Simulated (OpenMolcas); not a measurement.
# Ta²⁺ among point charges: CASSCF levels and susceptibility

How does a field of 6 point charges split the states of Ta²⁺, and what χT follows?

The numbers are computed with OpenMolcas 26.06 (state-averaged CASSCF, spin-orbit coupling by RASSI with atomic mean-field integrals), except any that are marked as measured or tabulated.

1 further run of the same task is left out (it didn't finish).

## 1. Starting point

* Species: Ta²⁺ (tantalum, Z = 73, 71 electrons)
* Basis: ANO-RCC-VDZP [7s6p4d2f1g], 68 functions
* Scalar Hamiltonian: DKH2, point nucleus
* Inactive shells: 1s 2s 2p 3s 3p 3d 4s 4p 4d 4f 5s 5p
* Active space: 3 electrons in 5 orbitals (5d)
* Some configurations of this space: 5d3
* Orbitals: optimised for each spin and parity, averaged over all roots

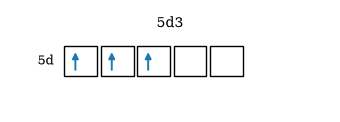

The shells outside the core, filled by Hund's rule for the drawing.

The ion sits among 6 point charges of -1.7 e arranged as a trigonal antiprism (D3d), 1.84 Å from the ion, with a polar angle of 49.3° against the regular 54.74°. The active orbitals were held to one l.

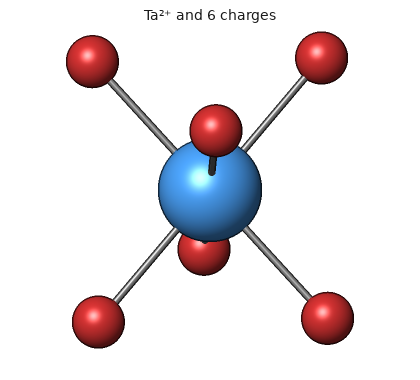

The ion and the point charges (red).

Each step is its own input file, run in one work folder so that later steps find the files of earlier ones. Labels, J, g values, rates, χT and fits are worked out afterwards by a script from the matrices that RASSI stores. The input lists half of the charges; inversion (Group=XYZ) makes the rest.

## 2. Basis and integrals

Contents of a.inp:

```
&GATEWAY
Coord
1

Ta 0.0 0.0 0.0
Basis=ANO-RCC-VDZP
Group=XYZ
NoMove
AngMom=0.0 0.0 0.0
AMFI
XField
3 Angstrom 0
0.000000 1.394172 1.200785 -1.700000
1.207388 -0.697086 1.200785 -1.700000
1.207388 0.697086 -1.200785 -1.700000
&SEWARD
```

Launch:

```console
> OMP_NUM_THREADS=1 MOLCAS_MEM=1689 MOLCAS_PROJECT=a pymolcas a.inp > a.log
```

Output:

```text
Basis set label: TA.ANO-RCC...7S6P4D2F1G.

      Electronic valence basis set:
      ------------------
      Associated Effective Charge  73.000000 au
      Associated Actual Charge     73.000000 au
      Nuclear Model: Point charge

      Shell  nPrim  nBasis  Cartesian Spherical Contaminant
         s      24       7        X
         p      21       6        X
         d      15       4                 X
         f      11       2                 X
         g       4       1                 X
                  Relativistic Douglas-Kroll-Hess integrals:
                    - DKH order of Hamiltonian: 2
                    - DKH order of Properties : 0
                  Atomic mean-field integrals
```

## 3. CASSCF: quartets of even parity, 10 roots

Contents of a.inp:

```
&RASSCF
FileOrb=start.orb
Symmetry=1
Spin=4
nActEl=3 0 0
Inactive=15 19
Ras2=5 0
CIRoot=10 10 1
SDav=10
CIMx=300
Iter=120 100
PrWF=0.3
OrbListing=Nothing
MaxOrb=0
SupSym
1
20 4 5 6 7 8 10 11 12 13 14 16 17 18 19 20 23 24 25 26 27
0
>>> COPY $Project.JobIph JOB001
```

start.orb holds the contracted functions of the basis, ordered by shell, or the orbitals of the step before.

Output, shortened:

```text
[...]
      Number of active orbitals                  5
[...]
      Spin quantum number                      1.5
[...]
      Active orbitals                            5   0
[...]
      Number of CSFs                            10
      Number of root(s) required                10
[...]
      Convergence after  8 iterations
[...]
      Natural orbitals and occupation numbers for root  1
      sym 1:   1.000000   0.000151   0.000151   0.999849   0.999849
      Natural orbitals and occupation numbers for root  2
      sym 1:   0.966237   0.966237   0.033763   0.033763   1.000000
      Natural orbitals and occupation numbers for root  3
      sym 1:   0.033763   0.033763   0.966237   0.966237   1.000000
::    RASSCF root number  1 Total energy: -15595.37857490
::    RASSCF root number  2 Total energy: -15595.23926441
::    RASSCF root number  3 Total energy: -15595.23926437
[...]
::    RASSCF root number  7 Total energy: -15595.17073876
::    RASSCF root number  8 Total energy: -15595.05083267
::    RASSCF root number  9 Total energy: -15595.05083261
::    RASSCF root number 10 Total energy: -15594.97226393
```

## 4. CASSCF: doublets of even parity, 40 roots

Contents of a.inp:

```
&RASSCF
FileOrb=start.orb
Symmetry=1
Spin=2
nActEl=3 0 0
Inactive=15 19
Ras2=5 0
CIRoot=40 40 1
SDav=40
CIMx=300
Iter=120 100
PrWF=0.3
OrbListing=Nothing
MaxOrb=0
SupSym
1
20 4 5 6 7 8 10 11 12 13 14 16 17 18 19 20 23 24 25 26 27
0
>>> COPY $Project.JobIph JOB002
```

Launch:

```console
> OMP_NUM_THREADS=1 MOLCAS_MEM=1689 MOLCAS_PROJECT=a pymolcas a.inp > a.log
```

Output, shortened:

```text
[...]
      Number of active orbitals                  5
[...]
      Spin quantum number                      0.5
[...]
      Active orbitals                            5   0
[...]
      Number of CSFs                            40
      Number of root(s) required                40
[...]
      Convergence after  8 iterations
[...]
      Natural orbitals and occupation numbers for root  1
      sym 1:   1.947849   0.002051   0.046584   0.003510   1.000006
      Natural orbitals and occupation numbers for root  2
      sym 1:   0.999914   0.003391   0.046677   0.002124   1.947894
      Natural orbitals and occupation numbers for root  3
      sym 1:   0.999645   0.002707   1.011734   0.000793   0.985121
::    RASSCF root number  1 Total energy: -15595.36548904
::    RASSCF root number  2 Total energy: -15595.36548900
::    RASSCF root number  3 Total energy: -15595.33262614
[...]
::    RASSCF root number 27 Total energy: -15595.00614078
::    RASSCF root number 28 Total energy: -15595.00614074
::    RASSCF root number 29 Total energy: -15594.99409989
::    RASSCF root number 30 Total energy: -15594.99269596
```

## 5. State interaction with spin-orbit coupling

Contents of a.inp:

```
&RASSI
NrOfJobIphs=2 10 40
1 2 3 4 5 6 7 8 9 10
1 2 3 4 5 6 7 8 9 10 11 12 13 14 15 16 17 18 19 20 21 22 23 24 25 26 27
28 29 30 31 32 33 34 35 36 37 38 39 40
IphNames
JOB001
JOB002
EJob
SpinOrbit
DIPRint=1.0
SOCoupling=1000.0
Subsets=2
Property=9
'ANGMOM' 1 'ANGMOM' 2 'ANGMOM' 3 'MLTPL  1' 1 'MLTPL  1' 2 'MLTPL  1' 3
'AMFI' 1 'AMFI' 2 'AMFI' 3
SOProperty=3
'ANGMOM' 1 'ANGMOM' 2 'ANGMOM' 3
```

Output, shortened:

```text
SPIN-FREE ENERGIES:
  (Shifted by EMIN (a.u.) =     -15595.3785749044)
 SF State       Relative EMIN(au)   Rel lowest level(eV)    D:o, cm**(-1)      L_eff
     1             0.0000000000        0.0000000000              0.0000         2.9
    11             0.0130858637        0.3560844913           2872.0151         3.4
    12             0.0130859034        0.3560855719           2872.0238         3.4
    13             0.0459487615        1.2503294958          10084.5875         4.1
    14             0.0459487621        1.2503295125          10084.5876         4.1
    15             0.0542678953        1.4767046610          11910.4263         3.4
    16             0.0696321558        1.8947874867          15282.4917         3.1
    17             0.1221969098        3.3251473098          26819.1217         3.6
    18             0.1221969303        3.3251478677          26819.1262         3.6
     2             0.1393104911        3.7908315822          30575.1187         2.6
[...]
Eigenvalues of complex Hamiltonian:
   -----------------------------------
  (Shifted by EMIN (a.u.) =     -15595.3785749044)
 SO State       Relative EMIN(au)   Rel lowest level(eV)    D:o, cm**(-1)     J-value
     1            -0.0018221472        0.0000000000              0.0000         2.8
     2            -0.0018221472        0.0000000000              0.0000         2.8
     3            -0.0013362843        0.0132210040            106.6346         2.6
     4            -0.0013362843        0.0132210040            106.6346         2.6
     5             0.0091289419        0.2979943177           2403.4863         2.5
     6             0.0091289419        0.2979943177           2403.4863         2.5
     7             0.0156070227        0.4742718741           3825.2606         2.5
     8             0.0156070227        0.4742718741           3825.2606         2.5
     9             0.0448571249        1.2702077046          10244.9161         2.7
    10             0.0448571249        1.2702077046          10244.9161         2.7
    11             0.0452058505        1.2796970115          10321.4525         2.7
[...]
```

These steps: 13 s of run time, 1 thread of Arm Neoverse V1, shared host.

Spin-free states, with their symmetry labels:

```tsv
state	degeneracy	E (cm-1)	free-ion L (%)
4A2	1	0	F (96)
2E	2	2872	D (31)
2E	2	10085	H (43)
2A2	1	11910	P (34)
2A1	1	15282	D (58)
2E	2	26819	D (37)
4E	2	30575	F (74)
2E	2	39317	H (60)
2A1	1	40443	G (65)
2A2	1	40631	G (36)
4A1	1	41305	F (100)
2E	2	42190	G (32)
4A2	1	45373	F (58)
4E	2	45615	P (58)
2E	2	46972	D (45)
2A1	1	52052	G (49)
2E	2	53998	H (50)
2A2	1	55429	H (60)
2E	2	55511	D (35)
2A1	1	56671	F (55)
2A2	1	58477	F (83)
4E	2	71931	F (84)
2E	2	77010	D (56)
2E	2	81740	G (45)
```

With spin-orbit coupling:

```json
{"E (cm-1)": "0.0", "Degeneracy": "2", "Label": "E1/2", "2S+1": "4", "g": "1.77 3.51 3.51"}
{"E (cm-1)": "106.6", "Degeneracy": "2", "Label": "E3/2", "2S+1": "4", "g": "0.00 0.00 5.67"}
{"E (cm-1)": "2403", "Degeneracy": "2", "Label": "E1/2", "2S+1": "2", "g": "0.02 0.02 4.48"}
{"E (cm-1)": "3825", "Degeneracy": "2", "Label": "E3/2", "2S+1": "2", "g": "0.00 0.00 0.97"}
{"E (cm-1)": "10245", "Degeneracy": "2", "Label": "E1/2", "2S+1": "2", "g": "0.01 0.01 4.04"}
{"E (cm-1)": "10321", "Degeneracy": "2", "Label": "E3/2", "2S+1": "2", "g": "0.00 0.00 7.89"}
{"E (cm-1)": "11831", "Degeneracy": "2", "Label": "E1/2", "2S+1": "2", "g": "1.61 1.61 1.81"}
{"E (cm-1)": "15857", "Degeneracy": "2", "Label": "E1/2", "2S+1": "2", "g": "1.63 1.63 2.00"}
{"E (cm-1)": "26023", "Degeneracy": "2", "Label": "E3/2", "2S+1": "2", "g": "0.00 0.00 1.26"}
{"E (cm-1)": "27765", "Degeneracy": "2", "Label": "E1/2", "2S+1": "2", "g": "0.11 0.11 5.11"}
{"E (cm-1)": "30596", "Degeneracy": "2", "Label": "E1/2", "2S+1": "4", "g": "0.18 0.18 4.96"}
{"E (cm-1)": "30749", "Degeneracy": "2", "Label": "E1/2", "2S+1": "4", "g": "0.08 0.08 1.09"}
{"E (cm-1)": "31024", "Degeneracy": "2", "Label": "E3/2", "2S+1": "4", "g": "0.00 0.00 2.83"}
{"E (cm-1)": "31416", "Degeneracy": "2", "Label": "E1/2", "2S+1": "4", "g": "0.00 0.00 6.76"}
{"E (cm-1)": "39576", "Degeneracy": "2", "Label": "E3/2", "2S+1": "2", "g": "0.00 0.00 2.10"}
{"E (cm-1)": "39588", "Degeneracy": "2", "Label": "E1/2", "2S+1": "2", "g": "0.11 0.11 5.25"}
{"E (cm-1)": "40457", "Degeneracy": "2", "Label": "E1/2", "2S+1": "2", "g": "0.49 0.49 6.59"}
{"E (cm-1)": "41202", "Degeneracy": "2", "Label": "E1/2", "2S+1": "2", "g": "0.77 0.77 2.17"}
{"E (cm-1)": "41492", "Degeneracy": "2", "Label": "E3/2", "2S+1": "4", "g": "0.00 0.00 3.06"}
{"E (cm-1)": "41726", "Degeneracy": "2", "Label": "E1/2", "2S+1": "4", "g": "0.73 3.52 3.52"}
{"E (cm-1)": "42044", "Degeneracy": "2", "Label": "E3/2", "2S+1": "2", "g": "0.00 0.00 2.29"}
{"E (cm-1)": "42856", "Degeneracy": "2", "Label": "E1/2", "2S+1": "2", "g": "0.00 0.00 2.68"}
{"E (cm-1)": "45639", "Degeneracy": "2", "Label": "E1/2", "2S+1": "4", "g": "3.03 3.05 3.05"}
{"E (cm-1)": "45801", "Degeneracy": "2", "Label": "E1/2", "2S+1": "4", "g": "1.67 3.02 3.02"}
```

The table of states holds 24 of 33 computed; the rest, higher up, is left out. Principal g values are given for doublets only; a zero marks a field direction without first-order Zeeman splitting.

Powder χT (cm³ K/mol): 0.89 at 2 K, 0.91 at 5 K, 0.95 at 10 K, 1.03 at 20 K, 1.25 at 50 K, 1.42 at 100 K, 1.49 at 150 K, 1.52 at 200 K, 1.54 at 250 K, 1.55 at 300 K.

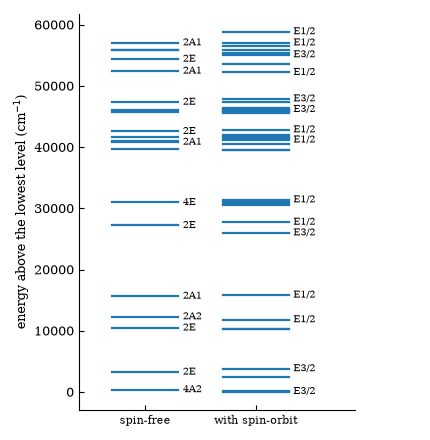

The states in the field without (left) and with (right) spin-orbit coupling.

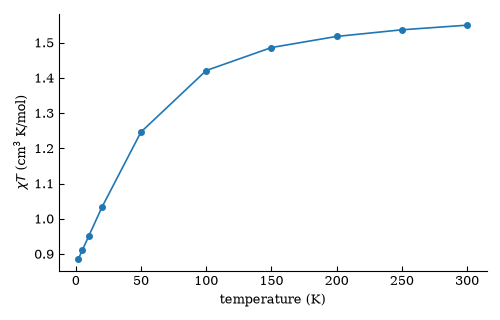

χT against temperature.

Orbitals of the lowest block (energies include the constant potential of the surroundings):

```tsv
shell	space	energy (hartree)	mean occupation	⟨r²⟩ (bohr²)
1s	inactive	-2483.6160	2.000	0.000446
2s	inactive	-430.2349	2.000	0.00729
2p	inactive	-378.1409	6.000	0.00601
3s	inactive	-99.0744	2.000	0.0477
3p	inactive	-83.1917	6.000	0.0483
3d	inactive	-63.9300	10.000	0.0404
4s	inactive	-19.5701	2.000	0.238
4p	inactive	-14.2358	6.000	0.270
4d	inactive	-7.1371	10.000	0.318
4f	inactive	0.7574	14.000	0.493
5s	inactive	-0.9356	2.000	1.40
5p	inactive	0.4860	6.000	1.89
5d	RAS2		3.000	6.21
```

## 6. Outcome

| quantity | value |
| --- | --- |
| method | CASSCF |
| spin-free ground state | 4A2, 1-fold in its orbital part |
| first state of the same spin within the active space | 4E at 30600 cm⁻¹ |
| lowest level | 2-fold E1/2, g = 1.77, 3.51, 3.51 |
| next level | 106.6 cm⁻¹ |
| χT at 300 K | 1.55 cm³ K/mol |
| effective moment at 300 K | 3.52 μB |

What this shows: The spin-free ground state (4A2) comes to 96 % from free-ion F terms and keeps the highest spin of the shell. χT at 300 K is 1.55, against 1.88 cm³ K/mol for the spin alone, so spin-orbit coupling lowers it. The field of point charges can differ much from that of real complexes. Point charges carry no covalency, so the field is a model and not that of real ligands.
